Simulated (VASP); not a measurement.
# What spin-orbit coupling changes in AlPt, part 2 of 3

Aim: run bands, DOS and a relaxation of AlPt twice, without and with spin-orbit coupling. All runs use LDA. Left out of this account: 1 further run (fields: a reference on another mesh). The start is a computed cell from the Materials Project.

VASP 6.6.1, plane waves and PAW; the level of theory is named at each step.

Still holding for the runs below: This run has no spin polarisation. Its electron count is odd, so without a moment it is a metal by construction.

So far. Step 2 (Band structure (LDA)): There is no gap at this level. Step 3 (Band structure (LDA + SOC)): There is no gap at this level. Without the coupling there was no gap either. The run took 3.2 times the core time, with 24 spinor bands against 18.

### 4. Total and projected DOS (LDA)

This step: LDA; plane waves and PAW (Al, Pt) (VASP 6.6.1).

Here the states are counted by energy and projected on the atoms.

Input file INCAR:

```
SYSTEM = AlPt
PREC = Accurate
ENCUT = 400
EDIFF = 1E-06
NELM = 100
ISMEAR = -5
SIGMA = 0.05
LREAL = .FALSE.
ALGO = Normal
GGA = CA
NBANDS = 18
LASPH = .TRUE.
LORBIT = 11
LWAVE = .FALSE.
LCHARG = .FALSE.
KPAR = 2
NEDOS = 2001
```

Input file POSCAR:

```
AlPt
1.0
    3.0915460000      0.0000000000      0.0000000000
    0.0000000000      3.0915460000      0.0000000000
    0.0000000000      0.0000000000      3.0915460000
Al Pt
1 1
Direct
    0.0000000000      0.0000000000      0.0000000000
    0.5000000000      0.5000000000      0.5000000000
```

Input file KPOINTS:

```
Automatic mesh
0
Gamma
11 11 11
0 0 0
```

PAW data sets: Al and Pt (LDA family, release 64).

The run is started by

```console
> mpirun -np 2 vasp_std
```

The program printed:

```text
[... set-up lines as in an earlier step ...]
 entering main loop
       N       E                     dE             d eps       ncg     rms          rms(c)
DAV:   1     0.335678421028E+02    0.33568E+02   -0.44862E+03  2168   0.475E+02
DAV:   2    -0.131681787109E+02   -0.46736E+02   -0.42959E+02  2514   0.126E+02
DAV:   3    -0.140923613416E+02   -0.92418E+00   -0.91941E+00  2432   0.159E+01
DAV:   4    -0.140969606354E+02   -0.45993E-02   -0.46014E-02  2436   0.132E+00
DAV:   5    -0.140970016762E+02   -0.41041E-04   -0.41069E-04  2364   0.121E-01    0.102E+01
DAV:   6    -0.136384262886E+02    0.45858E+00   -0.16228E+00  2140   0.778E+00    0.394E+00
DAV:   7    -0.135811603562E+02    0.57266E-01   -0.54326E-02  2134   0.143E+00    0.238E+00
DAV:   8    -0.135587384979E+02    0.22422E-01   -0.17497E-02  2274   0.775E-01    0.278E-01
DAV:   9    -0.135586442133E+02    0.94285E-04   -0.38470E-04  2422   0.104E-01    0.100E-01
DAV:  10    -0.135586186485E+02    0.25565E-04   -0.45279E-05  2304   0.456E-02    0.116E-02
DAV:  11    -0.135586192674E+02   -0.61892E-06   -0.53789E-07  1594   0.453E-03
   1 F= -.13558619E+02 E0= -.13558619E+02  d E =0.000000E+00
 -----------------------------------------------------------------------------
|                                                                             |
|           W    W    AA    RRRRR   N    N  II  N    N   GGGG   !!!           |
|           W    W   A  A   R    R  NN   N  II  NN   N  G    G  !!!           |
|           W    W  A    A  R    R  N N  N  II  N N  N  G       !!!           |
|           W WW W  AAAAAA  RRRRR   N  N N  II  N  N N  G  GGG   !            |
|           WW  WW  A    A  R   R   N   NN  II  N   NN  G    G                |
|           W    W  A    A  R    R  N    N  II  N    N   GGGG   !!!           |
|                                                                             |
|     Tetrahedron method does not include variations of the Fermi             |
|     occupations, so forces and stress will be inaccurate. We suggest        |
|     using a different smearing scheme ISMEAR = 1 or 2 for metals in         |
|     relaxations.                                                            |
|                                                                             |
 -----------------------------------------------------------------------------
```

Run time: 4.4 s. Hardware: 2 MPI ranks of AMD EPYC 9R45, shared host; peak memory 0.21 GiB; 7.4 s of CPU time.

OUTCAR, selected parts (step 4):

```text
The static configuration has the point symmetry O_h .

 Found     56 irreducible k-points:

   NELECT =      13.0000    total number of electrons

 E-fermi :  10.5987

 k-point     1 :       0.0000    0.0000    0.0000
  band No.  band energies     occupation
    ...
      2       4.9929      2.00000
      3       4.9929      2.00000
      4       7.9355      2.00000
      5       7.9355      2.00000
      6       7.9355      2.00000
      7      14.3946      0.00000
      8      14.3946      0.00000
      9      14.3946      0.00000
     10      19.6818      0.00000
     11      19.6818      0.00000
    ...

 k-point     2 :       0.0909    0.0000    0.0000
  band No.  band energies     occupation
    ...
      2       5.0346      2.00000
      3       5.0471      2.00000
      4       7.7893      2.00000
      5       7.7893      2.00000
      6       7.9506      2.00000
      7      13.5330      0.00000
      8      14.6679      0.00000
      9      14.6679      0.00000
     10      19.3980      0.00000
     11      19.8770      0.00000
    ...

  Total       -1.7268191     -1.7268191     -1.7268191      0.0000000      0.0000000      0.0000000
  in kB      -93.6332914    -93.6332914    -93.6332914      0.0000000      0.0000000      0.0000000
  external PRESSURE =     -93.6332914 kB  Pullay stress =       0.0000000 kB

  FREE ENERGIE OF THE ION-ELECTRON SYSTEM (eV)
  ---------------------------------------------------
  free  energy   TOTEN  =       -13.5586192674 eV

  energy  without entropy=      -13.5586192674  energy(sigma->0) =      -13.55861927

 total charge
# of ion       s       p       d       tot
------------------------------------------
    1        0.358   0.370   0.000   0.728
    2        0.687   0.587   8.217   9.491
--------------------------------------------------
tot          1.045   0.957   8.217  10.219

[... 9 parts as in an earlier step ...]

[... 5 further parts left out ...]
```

With tetrahedra the forces and stress of a metal are not exact derivatives of the energy.

Numbers from this step:

| Item | Value |
| --- | --- |
| electronic steps | 11 |
| bands | 18 |
| free energy (TOTEN) | -13.56 eV |
| Fermi energy | 10.60 eV |
| pressure | -9.363 GPa |
| DOS at the Fermi level | 0.7306 states/eV/cell |

The density of states has structure finer than the step of the table below, so its rows give means over 1 eV, whole bins alone (the curve runs from -12.0 to 7.90 eV). Peaks (eV: height): total -5.4: 3.16, -4.9: 2.71, -4.0: 4.00, -3.5: 4.41; Pt d -5.4: 2.21, -4.9: 2.03, -4.0: 3.17, -3.5: 3.56; Pt p -6.8: 0.116, -3.1: 0.135, 2.2: 0.119, 5.1: 0.132; Pt s -8.2: 0.131, -5.7: 0.194, -0.9: 0.165, 2.2: 0.132; Al p -5.7: 0.145, -4.0: 0.0954, 6.1: 0.199, 7.7: 0.216.

States under -12.0 eV and over 7.9 eV are left out. The density of states by energy, zero at the Fermi level; means over each step; values in states/eV/cell:

| energy (eV) | total | Pt d | Pt p | Pt s | Al p | Al s |
| --- | --- | --- | --- | --- | --- | --- |
| -11 | 0.109 | 3.9e-4 | 0.00235 | 0.0377 | 8.8e-4 | 0.0174 |
| -10 | 0.227 | 0.00459 | 0.0103 | 0.0698 | 0.00409 | 0.0341 |
| -9 | 0.351 | 0.0237 | 0.0225 | 0.0900 | 0.00974 | 0.0482 |
| -8 | 0.774 | 0.181 | 0.0493 | 0.109 | 0.0197 | 0.105 |
| -7 | 0.745 | 0.300 | 0.0406 | 0.0363 | 0.0222 | 0.0856 |
| -6 | 1.61 | 0.843 | 0.0618 | 0.135 | 0.0832 | 0.0315 |
| -5 | 1.97 | 1.42 | 0.0664 | 0.0135 | 0.0604 | 0.00662 |
| -4 | 2.92 | 2.29 | 0.0799 | 0.0525 | 0.0670 | 0.00578 |
| -3 | 2.69 | 2.14 | 0.116 | 0.0336 | 0.0441 | 0.00655 |
| -2 | 0.491 | 0.309 | 0.0540 | 0.0181 | 0.0126 | 0.00275 |
| -1 | 0.738 | 0.481 | 0.0508 | 0.0570 | 0.0274 | 0.00723 |
| 0 | 0.746 | 0.374 | 0.0832 | 0.0494 | 0.0442 | 0.0229 |
| 1 | 0.542 | 0.177 | 0.0745 | 0.0437 | 0.0386 | 0.0387 |
| 2 | 0.718 | 0.171 | 0.0903 | 0.108 | 0.0378 | 0.0730 |
| 3 | 0.898 | 0.198 | 0.108 | 0.0993 | 0.0607 | 0.116 |
| 4 | 0.872 | 0.176 | 0.120 | 0.0547 | 0.0931 | 0.0865 |
| 5 | 0.849 | 0.155 | 0.109 | 0.0433 | 0.106 | 0.0516 |
| 6 | 1.15 | 0.213 | 0.0916 | 0.0838 | 0.164 | 0.0243 |
| 7 | 0.816 | 0.126 | 0.0883 | 0.0350 | 0.133 | 0.0211 |

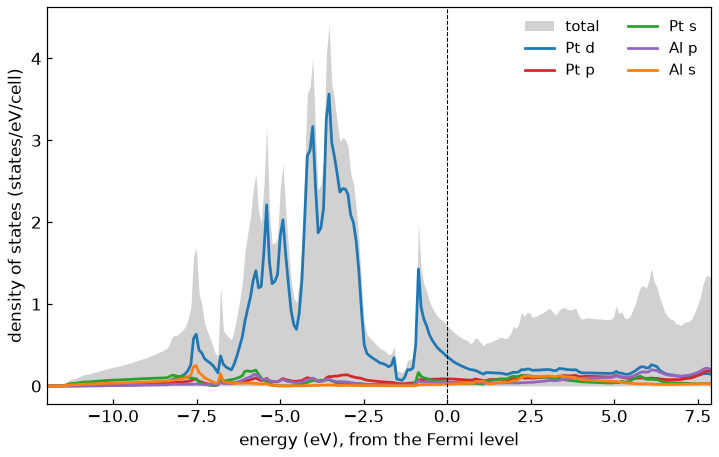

Density of states, plotted against energy.

Of the states within 0.3 eV of the Fermi level, the largest shares in the PAW spheres are Pt d 49 %, Pt p 11 % and Pt s 7 %. The rest lies in smaller channels or between the spheres.

### 5. Density of states (LDA + SOC)

This step: LDA, spin-orbit coupling; plane waves and PAW (Al, Pt) (VASP 6.6.1).

Here the states are counted by energy and projected on the atoms.

INCAR: that of step 4 with these lines changed.

```diff
@@ -10,4 +10,9 @@
 GGA = CA
-NBANDS = 18
+LNONCOLLINEAR = .TRUE.
+MAGMOM = 0 0 0 0 0 0
+NBANDS = 24
+GGA_COMPAT = .FALSE.
 LASPH = .TRUE.
+LSORBIT = .TRUE.
+LMAXMIX = 4
 LORBIT = 11
```

POSCAR is that of step 4.

KPOINTS is that of step 4.

The run is started by

```console
> mpirun -np 2 vasp_ncl
```

The program printed:

```text
[... set-up lines as in an earlier step ...]
 entering main loop
       N       E                     dE             d eps       ncg     rms          rms(c)
DAV:   1     0.420171170232E+02    0.42017E+02   -0.49523E+03  2784   0.773E+02
DAV:   2    -0.130579522968E+02   -0.55075E+02   -0.51502E+02  3296   0.181E+02
DAV:   3    -0.144237867851E+02   -0.13658E+01   -0.13590E+01  3256   0.264E+01
DAV:   4    -0.144311429783E+02   -0.73562E-02   -0.73529E-02  2992   0.233E+00
DAV:   5    -0.144312217180E+02   -0.78740E-04   -0.78711E-04  3264   0.244E-01    0.114E+01
DAV:   6    -0.139563332401E+02    0.47489E+00   -0.14159E+00  2816   0.120E+01    0.509E+00
DAV:   7    -0.138994882627E+02    0.56845E-01   -0.51921E-02  2840   0.222E+00    0.309E+00
DAV:   8    -0.138791955930E+02    0.20293E-01   -0.10948E-02  3128   0.803E-01    0.139E+00
DAV:   9    -0.138772489825E+02    0.19466E-02   -0.18589E-03  3056   0.361E-01    0.193E-01
DAV:  10    -0.138772120197E+02    0.36963E-04   -0.70800E-05  2944   0.686E-02    0.495E-02
DAV:  11    -0.138771972022E+02    0.14818E-04   -0.20334E-05  3072   0.437E-02    0.941E-03
DAV:  12    -0.138771970301E+02    0.17202E-06   -0.18929E-07  1616   0.388E-03
   1 F= -.13877197E+02 E0= -.13877197E+02  d E =0.000000E+00  mag=    -0.0000    -0.0000    -0.0000
 [... a notice as in an earlier step ...]
```

Wall time 13 s (2 MPI ranks); peak memory 0.29 GiB.

Parts of OUTCAR (step 5):

```text
   NELECT =      13.0000    total number of electrons

 E-fermi :  10.6050

 k-point     1 :       0.0000    0.0000    0.0000
  band No.  band energies     occupation
    ...
      8       7.7208      1.00000
      9       7.7208      1.00000
     10       7.7208      1.00000
     11       8.4910      1.00000
     12       8.4910      1.00000
     13      13.7778      0.00000
     14      13.7778      0.00000
     15      14.6604      0.00000
     16      14.6604      0.00000
     17      14.6604      0.00000
    ...

  Total       -1.7570815     -1.7570815     -1.7570815      0.0000000     -0.0000000      0.0000000
  in kB      -95.2742064    -95.2742064    -95.2742064      0.0000000     -0.0000000      0.0000000
  external PRESSURE =     -95.2742064 kB  Pullay stress =       0.0000000 kB

  FREE ENERGIE OF THE ION-ELECTRON SYSTEM (eV)
  ---------------------------------------------------
  free  energy   TOTEN  =       -13.8771970301 eV

  energy  without entropy=      -13.8771970301  energy(sigma->0) =      -13.87719703

 Spin-Orbit-Coupling matrix elements
 Ion:    1  E_soc:     -0.0002681
 Ion:    2  E_soc:     -0.6437940

 magnetization (x)
# of ion       s       p       d       tot
------------------------------------------
    1        0.000   0.000   0.000   0.000
    2        0.000   0.000  -0.000  -0.000
--------------------------------------------------
tot          0.000   0.000  -0.000  -0.000

 magnetization (y)
# of ion       s       p       d       tot
------------------------------------------
    1        0.000   0.000   0.000   0.000
    2        0.000  -0.000   0.000  -0.000
--------------------------------------------------
tot          0.000   0.000   0.000   0.000

 magnetization (z)
# of ion       s       p       d       tot
------------------------------------------
    1        0.000   0.000   0.000   0.000
    2        0.000   0.000  -0.000  -0.000
--------------------------------------------------
tot          0.000   0.000  -0.000  -0.000

[... 9 parts as in an earlier step ...]

[... 9 further parts left out ...]
```

At this level the cell is under a tension of 9.5 GPa, so at these settings it is away from equilibrium.

Numbers from this step:

```yaml
electronic_steps: 12
bands: 24
free_energy_toten: -13.88 eV
fermi_energy: 10.61 eV
pressure: -9.527 GPa
dos_at_the_fermi_level: 0.7456 states/eV/cell
```

On-site spin-orbit energy by atom:

| atom | on-site spin-orbit energy (eV) |
| --- | --- |
| Al1 | 0.000 |
| Pt2 | -0.644 |

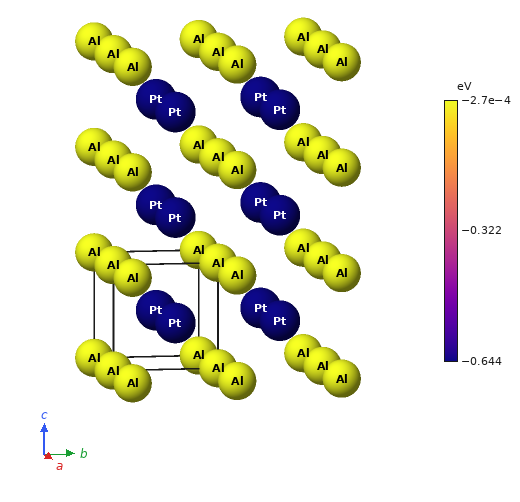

Atoms coloured by on-site spin-orbit energy. 2×2×3 cells are drawn. Some periodic images of atoms are drawn too.

The density of states has structure finer than the step of the table below, so its rows give means over 1 eV, whole bins alone (the curve runs from -12.0 to 5.14 eV). Peaks (eV: height): total -5.6: 3.18, -5.1: 3.43, -4.4: 4.81, -3.4: 5.61; Pt d -5.6: 2.27, -5.1: 2.56, -4.4: 3.62, -3.4: 4.53; Pt p -4.4: 0.162, -3.4: 0.190, -2.9: 0.140, 2.3: 0.153; Pt s -8.2: 0.133, -6.1: 0.198, -0.8: 0.148, 2.3: 0.134; Al p -6.0: 0.129, -4.4: 0.128, -3.4: 0.107, 5.1: 0.117.

States under -12.0 eV and over 5.1 eV are left out. Table of density of states by energy, zero at the Fermi level; means over each step; values in states/eV/cell:

| energy (eV) | total | Pt d | Pt p | Pt s | Al p | Al s |
| --- | --- | --- | --- | --- | --- | --- |
| -11 | 0.110 | 4.0e-4 | 0.00241 | 0.0381 | 8.9e-4 | 0.0176 |
| -10 | 0.229 | 0.00482 | 0.0106 | 0.0703 | 0.00413 | 0.0343 |
| -9 | 0.356 | 0.0252 | 0.0233 | 0.0907 | 0.00984 | 0.0487 |
| -8 | 0.836 | 0.213 | 0.0525 | 0.109 | 0.0201 | 0.113 |
| -7 | 0.724 | 0.307 | 0.0389 | 0.0367 | 0.0231 | 0.0745 |
| -6 | 1.96 | 1.16 | 0.0647 | 0.123 | 0.0810 | 0.0310 |
| -5 | 1.80 | 1.31 | 0.0648 | 0.0224 | 0.0549 | 0.00427 |
| -4 | 2.17 | 1.63 | 0.0778 | 0.0445 | 0.0604 | 0.00865 |
| -3 | 3.04 | 2.39 | 0.127 | 0.0462 | 0.0558 | 0.00862 |
| -2 | 0.630 | 0.432 | 0.0542 | 0.0203 | 0.0150 | 0.00309 |
| -1 | 0.730 | 0.480 | 0.0508 | 0.0538 | 0.0265 | 0.00662 |
| 0 | 0.768 | 0.391 | 0.0893 | 0.0494 | 0.0444 | 0.0191 |
| 1 | 0.542 | 0.181 | 0.0762 | 0.0423 | 0.0382 | 0.0370 |
| 2 | 0.723 | 0.174 | 0.0879 | 0.109 | 0.0386 | 0.0764 |
| 3 | 0.895 | 0.199 | 0.113 | 0.0980 | 0.0592 | 0.113 |
| 4 | 0.871 | 0.177 | 0.120 | 0.0557 | 0.0906 | 0.0890 |

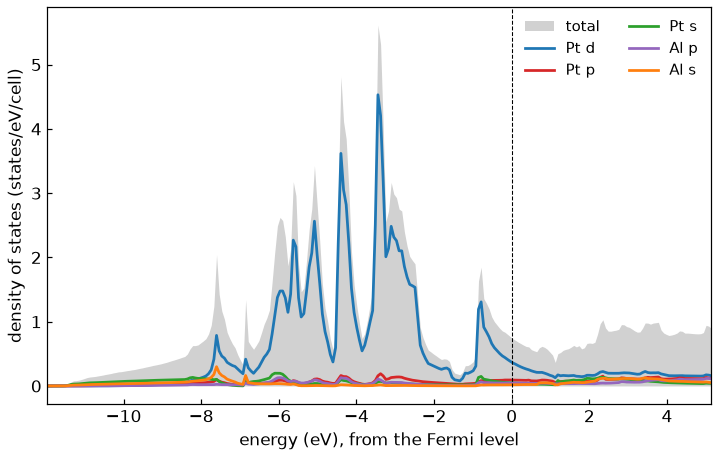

Density of states, plotted against energy.

The DOS at the Fermi level goes from 0.731 to 0.746 states/eV/cell, a number that is sensitive to the mesh. The run took 3.0 times the core time, with 24 spinor bands against 18. Of the states within 0.3 eV of the Fermi level, the largest shares in the PAW spheres are Pt d 50 %, Pt p 12 % and Pt s 6 %. The rest lies in smaller channels or between the spheres.

[end of part 2 of 3]

[Lines on the potential files, build, host, timing and source positions are cut from VASP's logs without a mark.]

[Logs are printed without paths, hosts, clocks, repeated set-up lines and the standing remarks that a program may print on its own settings, such as how far it seeks lower states.]

[Hosts, paths, dates, database ids (printed as entryN), source tags and the programs' standing remarks are cut or masked in the printed files.]

[A measured line is paired with the nearest computed mode of its activity, which favours agreement.]
